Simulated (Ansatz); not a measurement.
# Current against voltage: H2, between Al atomic chains, part 3 of 3

Wanted: I(V), the voltage drop and T(E, V).

Ansatz 0.2.0; DFT PBE, plane waves, PAW; relaxation of a junction, electrodes held but for their tips (the session's first sound run).

So far. Step 2 (Relaxing the junction): The largest force component on a free atom ends at 0.067 eV/Å, under the limit of 0.07. The apex atoms end 4.41 Å apart, and their nearest bridge atoms lie at 1.57 Å (Al–H) and 1.57 Å (Al–H).

## 3. Current against voltage (continued)

Level of this step: DFT PBE, plane waves, PAW; current against voltage, self-consistent under bias (Ansatz).

Bias 0.6 V. Transmission and channels at 0.6 V against energy, zero at the mean Fermi level:

```tsv
energy (eV)	transmission	channels, lower lead	channels, upper lead
-0.569	0	0	2
-0.491	0	0	2
-0.388	0	0	2
-0.310	0	0	2
-0.207	0	0	2
-0.129	0	0	2
-0.052	0.133	2	2
-0.026	0.159	2	2
0.000	0.145	2	2
0.052	0.123	2	2
0.129	0.141	2	2
0.207	0.187	2	2
0.284	0.209	2	3
0.310	0.205	2	3
0.388	0.180	2	3
0.491	0.152	2	3
0.569	0.143	2	3
```

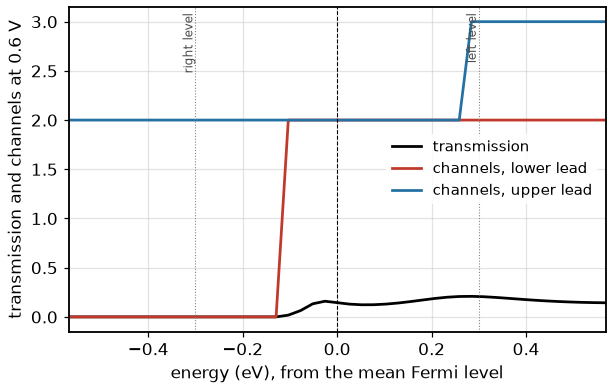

Transmission and channels at 0.6 V, plotted against energy.

Bias 1.5 V. The transmission and channels at 1.5 V by energy, zero at the mean Fermi level:

```tsv
energy (eV)	transmission	channels, lower lead	channels, upper lead
-1.008	0	1	2
-0.905	0	1	2
-0.801	0	1	2
-0.698	0	0	2
-0.595	0	0	2
-0.491	0	0	2
-0.388	0	0	2
-0.310	0	0	2
-0.207	0	0	2
-0.103	0	0	3
0.000	0	0	3
0.103	0	0	3
0.207	0	0	3
0.310	0	0	3
0.388	0.207	2	3
0.414	0.246	2	3
0.491	0.181	2	3
0.595	0.223	2	3
0.698	0.290	2	3
0.724	0.292	2	3
0.801	0.262	2	3
0.905	0.212	2	3
1.008	0.186	2	3
```

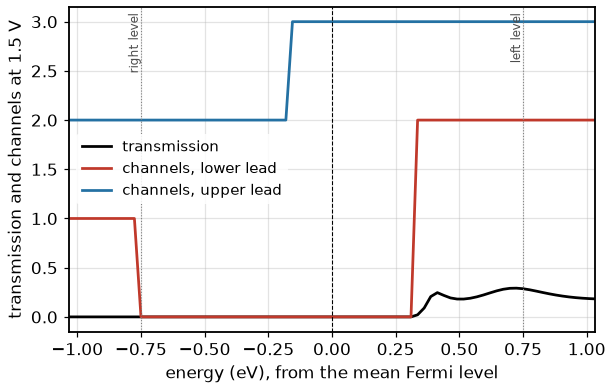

Transmission and channels at 1.5 V against energy.

The Hartree potential energy less that at 0 V, planar mean (0.3 V) oscillates, so the rows of the table below give means over windows of 10 Å about each position, cut where the curve ends. Its maxima inside the range that stand out by 2 % of the span (Å: eV): 1.7: 0.152, 28.3: 0.141, 37.2: 0.149, 47.6: -0.125, 58.2: -0.130. Its minima: 23.1: 0.125, 32.4: 0.125, 43.5: -0.145, 53.0: -0.142, 75.5: -0.148.

Hartree potential energy less that at 0 V, planar mean against z; means over each step:

```tsv
z (Å)	0.3 V (eV)	0.6 V (eV)	1 V (eV)	1.5 V (eV)
0	0.129	0.258	0.429	0.642
10	0.148	0.300	0.499	0.748
20	0.133	0.285	0.482	0.729
30	0.133	0.283	0.478	0.725
40	0.0106	0.0211	0.0430	0.0752
50	-0.133	-0.284	-0.482	-0.731
60	-0.134	-0.285	-0.483	-0.732
70	-0.143	-0.293	-0.492	-0.742
80	-0.136	-0.272	-0.454	-0.683
```

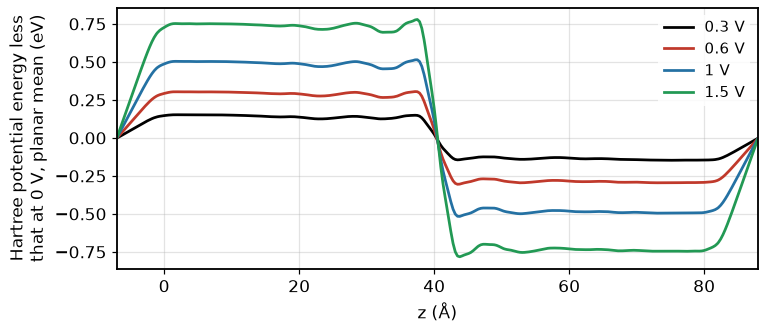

Hartree potential energy less that at 0 V, planar mean against z.

The electron density less that at 0 V, planar mean (0.3 V) oscillates, so the rows of the table below give means over windows of 10 Å about each position, cut where the curve ends. Its first 14 maxima inside the range that stand out by 2 % of the span (Å: e/Å³): -1.2: 5.9e-5, 1.0: 2.6e-5, 11.7: 8.3e-6, 14.0: 1.1e-5, 19.0: 2.9e-5, 21.0: 1.3e-5, 28.6: 3.1e-5, 30.6: 1.7e-5, 33.0: -8.0e-6, 35.9: 4.4e-5, 37.8: 3.2e-4, 40.0: 1.9e-4, 42.0: 1.3e-5, 44.4: 2.5e-5. Its first 14 minima: 0.0: 7.2e-6, 2.6: -5.0e-6, 12.7: -8.1e-6, 17.5: -1.6e-5, 20.0: -1.7e-7, 22.3: -2.7e-5, 29.6: -5.1e-6, 32.1: -4.2e-5, 34.4: -3.2e-5, 36.8: -3.4e-6, 39.0: -5.8e-5, 41.0: -2.3e-4, 43.1: -2.6e-4, 45.4: -2.1e-5.

Electron density less that at 0 V, planar mean against z; means over each step:

```tsv
z (Å)	0.3 V (e/Å³)	0.6 V (e/Å³)	1 V (e/Å³)	1.5 V (e/Å³)
0	1.4e-5	2.8e-5	4.6e-5	6.9e-5
10	1.6e-6	1.6e-6	2.1e-6	2.3e-6
20	-4.0e-6	-5.0e-6	-6.3e-6	-7.1e-6
30	-2.9e-6	-6.5e-6	-1.1e-5	-1.7e-5
40	2.7e-6	5.1e-6	8.8e-6	1.3e-5
50	9.1e-7	2.4e-6	3.9e-6	4.6e-6
60	2.3e-6	2.8e-6	3.4e-6	5.9e-6
70	-2.7e-7	-1.1e-7	-3.9e-7	-1.1e-6
80	-1.4e-5	-2.8e-5	-4.6e-5	-6.9e-5
```

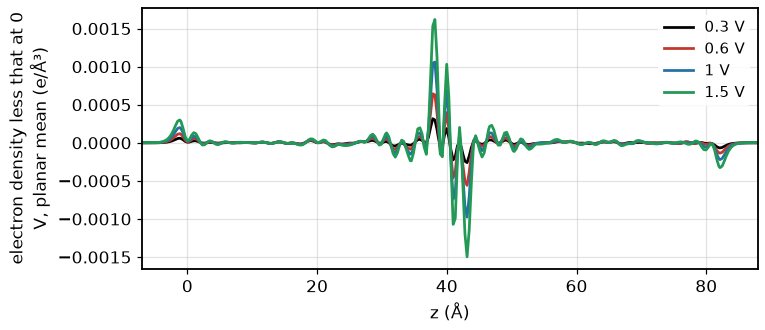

Electron density less that at 0 V, planar mean, plotted against z.

By hand: at 1.5 V the window reaches from -0.75 to 0.75 eV, and the mean transmission a spin over it is 0.0602. With sharp Fermi edges I = G0 × V × T̄ = 77.48 μS × 1.5 V × 0.0602 = 7.00 μA, against 6.93 μA from the program at 300 K.

The zero-bias conductance is 0.305 G₀; current over voltage goes 0.197 at +0.3 V, 0.0996 at +0.6 V, 0.0720 at +1 V and 0.0596 at +1.5 V in the same unit. The leads' misfit reaches 44 meV.

## 4. Results

```json
{"conductance at zero bias": "0.305 G₀", "current at +0.3 V": "4.57 μA", "current at +0.6 V": "4.63 μA", "current at +1 V": "5.58 μA", "current at +1.5 V": "6.93 μA"}
```

What this shows: The junction conducts 0.305 G₀ at zero bias and carries 6.93 μA at 1.50 V. At 1.50 V the current is 0.20 times what the zero-bias conductance would give; over all biases of the sweep that ratio lies between 0.20 and 0.65. Of the 1.50 V, 1.45 V drops at the junction and the rest at the reservoirs. By +0.6 V a band edge of a lead has entered the bias window, and at +1.5 V 71 % of the window has no channel on one side; narrow lead bands can shape the curve there. A wire screens slowly, so the current depends on the leads' length and the box width; neither was converged here. Transport is coherent and elastic here: the atoms are frozen, so scattering by vibrations plays no part. A cutoff under the files' recommended one was taken to save time; its effect on T(E) was not tested here.

[Logs are printed without paths, hosts, clocks, repeated set-up lines and the standing remarks that a program may print on its own settings, such as how far it seeks lower states.]

[Hosts, paths, dates, database ids (printed as entryN), source tags and the programs' standing remarks are cut or masked in the printed files.]
